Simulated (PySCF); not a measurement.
```xyz
12

C     1.8732    0.2265   -0.1609
Si    0.2287   -0.1845    0.6761
C    -1.2076   -0.8124   -0.3670
C    -1.3469    0.6556    0.0795
H     2.5404   -0.6305   -0.1499
H     1.7239    0.5201   -1.1955
H     2.3787    1.0424    0.3476
H     0.3023   -0.6015    2.0694
H    -1.9313   -1.4982    0.0499
H    -1.0908   -0.9685   -1.4306
H    -2.1542    0.8593    0.7683
H    -1.3153    1.3909   -0.7127
```

Geometry: GFN2-xTB.

Level of theory: PBE0/pcSseg-1, SCF density, gas phase, non-relativistic in PySCF.

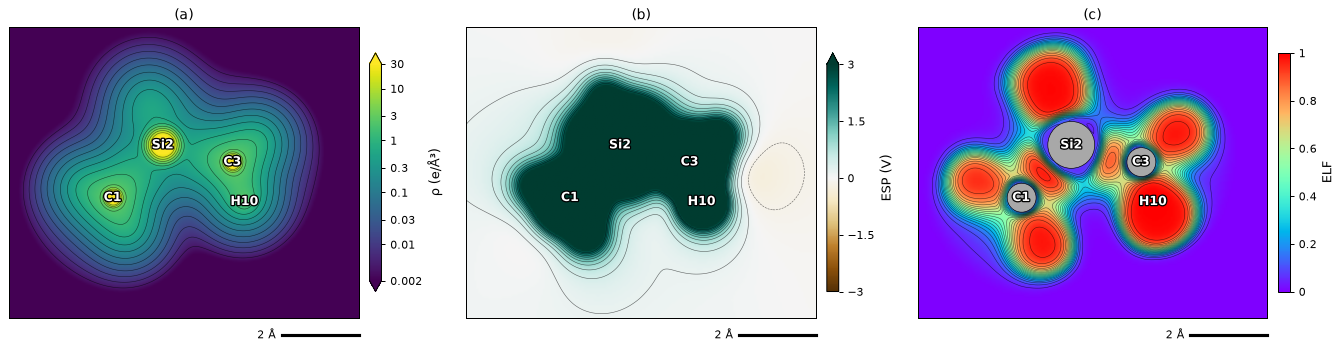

C₃H₈Si (SMILES C[SiH]1CC1). (a) electron density; (b) molecular electrostatic potential; (c) electron localisation function on the plane of atoms C1, Si2 and C3. Grey discs cover the atomic cores in the ELF map.

> Interpret the plot.

- The section cuts through C, Si and H sites.
- C–Si (1.89 Å): ρ at the midpoint is about 0.92 e/Å³; the ELF peaks at about 0.95 between the atoms: localised, covalent bonding.
- C–H (1.08 Å): the density is about 2 e/Å³ at the midpoint; the ELF climbs to about 1 towards the hydrogen, as it does in any bond to H; a covalent bond by its length.
- The potential has no marked negative region in this plane.
